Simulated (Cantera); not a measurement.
A closed system holds: 1 mol V, 0.019 mol O2, 2.3 mol N2, equilibrated at 0.540 Torr.

Equilibrium computed with Cantera from the NASA thermochemical tables; the gas is ideal and each condensed phase is pure. Candidate condensed phases: V, VN, VO, V2O3, V2O4, V2O5; 13 gas species. Condensed phases not in the tables: V2N, N, O or C dissolved in the metal. The numbers say what is thermodynamically allowed, not how fast it happens.

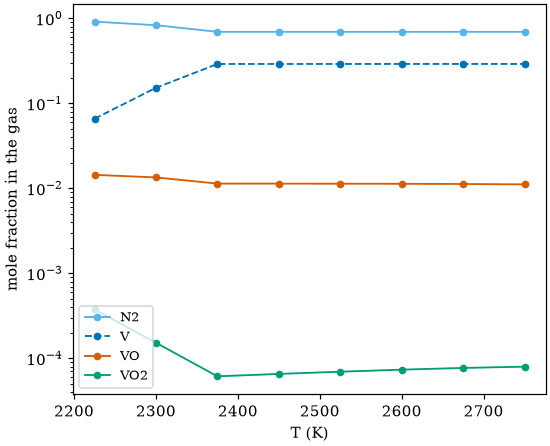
*Equilibrium gas composition (values under 1e-9 drawn at 1e-9)*

From 2225 K to 2300 K the condensed part is V(l). From 2375 K to 2750 K nothing is condensed. The main V-bearing gas is V throughout.
